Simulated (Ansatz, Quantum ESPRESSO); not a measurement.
# 2H-MoTe2, 2 layers, AA' stacking: the energy at a withheld member of a series

Method. Quantum ESPRESSO 7.5, PBE-D3(BJ), GBRV ultrasoft. Cell and atoms are first relaxed with a D3(BJ) correction; each strained cell is then held and the atoms relax in it. A periodic run with 15 Å of vacuum in the starting cell gives the vacuum levels, and bands follow along a path. The series steps biaxial strain. Energies count from the lowest.

```tsv
biaxial strain	energy (eV)
-4 %	0.2519
-3 %	0.1389
-1 %	0.0155
0 %	0.0000
1 %	0.0141
2 %	0.0542
3 %	0.1205
4 %	0.2106
```

**Question.** What is the energy at −2 %?

By hand: The rows at -3 % and -1 % give a slope of (0.0155 − (0.1389))/(−1 − (−3)) = −0.0617, so a straight line gives 0.0772 eV. A parabola through these and the row at -4 % gives 0.0601 eV.

What the calculation gave: 0.0605 eV. The line misses by +0.0167 and the parabola by −0.0004 eV. The parabola does better.

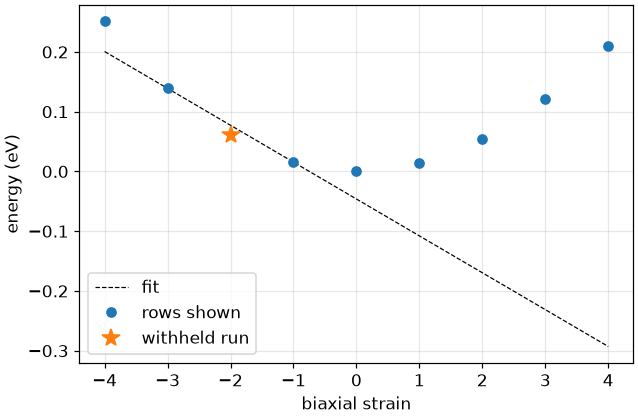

The rows shown, the fit and the withheld run.

Caveats: Semilocal gaps are too small; the 1×1 cell can't ripple over many cells under compression as a free sheet would. No spin-orbit coupling.

[Logs are printed without paths, hosts, clocks, repeated set-up lines and the standing remarks that a program may print on its own settings, such as how far it seeks lower states.]
